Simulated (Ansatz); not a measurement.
# Si2H2: a changed input and its effect

System: Si2H2.
Method of the first run: RKS r2SCAN-D4/def2-TZVPP (Ansatz 0.2.0).

The geometry: a frame of the PBE0-D4/def2-SVP trajectory. Text and figures count atoms from 1; the logs count them from 0 in places.

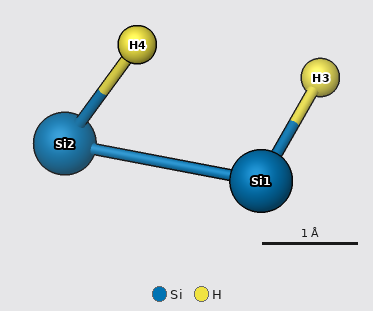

**Figure 1.** The structure as given in the input (ball-and-stick view, seen on its broad side; atoms are numbered from 1 in the order of the input). Bond lengths as drawn: H–Si 1.54 to 1.61 Å and Si–Si 2.29 Å.

**The input, the first run**
```yaml
crystal:
  periodic: [false, false, false]
  atoms:
    - {symbol: Si, position_ang: [0.220138, -0.100584, 1.129102]}
    - {symbol: Si, position_ang: [-1.034076, -0.041775, -0.787810]}
    - {symbol: H, position_ang: [1.412733, -0.692566, 0.355603]}
    - {symbol: H, position_ang: [0.236609, 0.907304, -0.527976]}
basis:
  gaussian: {orbitals: def2-TZVPP}
hamiltonian: {xc: r2scan, dispersion: d4}
output: {forces: true}
```

Launched with:
```bash
ansatz run in.yaml --threads 2 --pin off --events-out ev --progress --plain --max-ram 3481MiB
```

Hardware: 2 threads of AMD EPYC, 180 GiB of memory available, shared host.

**Output (the first run)**
```
Functional definition: r2SCAN
  parameter k0 = 0.174
  parameter k1 = 0.065
  parameter a1 = 4.9479
  exchange = r2scan_x(k0 = k0, k1 = k1, a1 = a1)
  correlation = r2scan_c
694 factors; their error is unknown
mean field evaluation 1: about -15781.9717 eV, gradient 1.9e1 eV
mean field evaluation 2: about -15781.4913 eV, gradient 2.3e1 eV
mean field evaluation 4: about -15783.2406 eV, gradient 3.6e0 eV
mean field evaluation 8: about -15783.3009 eV, gradient 2.6e-2 eV
mean field evaluation 16: about -15783.2678 eV, gradient 7.2e-5 eV
mean field -15783.26776859 eV, -580.0243922126 hartree, gradient 1.9e-5 eV, S^2 0.000000; 0 other end points of the search recorded, 0 dependent functions left out
the calculation of the forces begins
reference -15783.26777772 eV, -580.0243925482 hartree; 15, 15 occupied and 97, 97 virtual orbitals, 694 factors
Total energy: -15783.28523691 eV, -580.0250341616 hartree
Atom 0 at     0.220138    -0.100584     1.129102 Å, force     0.010033     0.421648    -1.314450 eV/Å
Atom 1 at    -1.034076    -0.041775    -0.787810 Å, force     0.394346    -0.278328     0.466563 eV/Å
Atom 2 at     1.412733    -0.692566     0.355603 Å, force    -0.276323    -0.245738     0.205090 eV/Å
Atom 3 at     0.236609     0.907304    -0.527976 Å, force    -0.128055     0.102418     0.642796 eV/Å
Dipole moment:    -0.024972    -0.103001    -0.016649 e Å
```

The input of the second run differs as follows (lines with − go, lines with + come):
```diff
-hamiltonian: {xc: r2scan, dispersion: d4}
+hamiltonian: {xc: pbe, dispersion: d4}
```

What does this change do to the results?

The total energies belong to different models, so their difference says nothing on which is more stable or more accurate. The largest force goes from 1.380 to 1.135 eV/Å. On the same kind of shared host the second run took about 0.66 times as long.

**Output (the second run)**
```
Functional definition: PBE
  parameter kappa = 0.804
  parameter beta = 0.06672455060314922
  exchange = pbe_x(kappa = kappa, mu = beta*pi^2/3)
  correlation = pbe_c(beta = beta)
694 factors; their error is unknown
mean field evaluation 1: about -15775.1683 eV, gradient 2.1e1 eV
mean field evaluation 2: about -15773.8072 eV, gradient 2.9e1 eV
mean field evaluation 4: about -15776.7796 eV, gradient 5.9e0 eV
mean field evaluation 8: about -15776.9145 eV, gradient 1.5e-1 eV
mean field evaluation 16: about -15776.9145 eV, gradient 6.2e-6 eV
mean field -15776.91453063 eV, -579.7909150239 hartree, gradient 6.3e-6 eV, S^2 0.000000; 1 other end points of the search recorded, 0 dependent functions left out
the calculation of the forces begins
reference -15776.91456124 eV, -579.7909161488 hartree; 15, 15 occupied and 97, 97 virtual orbitals, 694 factors
Total energy: -15777.00288034 eV, -579.7941618159 hartree
Atom 0 at     0.220138    -0.100584     1.129102 Å, force    -0.051681     0.456246    -1.037949 eV/Å
Atom 1 at    -1.034076    -0.041775    -0.787810 Å, force     0.167066    -0.354792     0.302417 eV/Å
Atom 2 at     1.412733    -0.692566     0.355603 Å, force    -0.134999    -0.283817     0.101052 eV/Å
Atom 3 at     0.236609     0.907304    -0.527976 Å, force     0.019614     0.182362     0.634480 eV/Å
Dipole moment:    -0.026697    -0.099214    -0.011978 e Å
```

**The two runs side by side**

```csv
quantity,the first run,the second run
outcome,converged,converged
total energy (hartree),−580.025034,−579.794162
dipole moment (D),0.52,0.50
largest force (eV/Å),1.380,1.135
basis functions,112,112
wall time (shared host),6.5 s,4.3 s
```
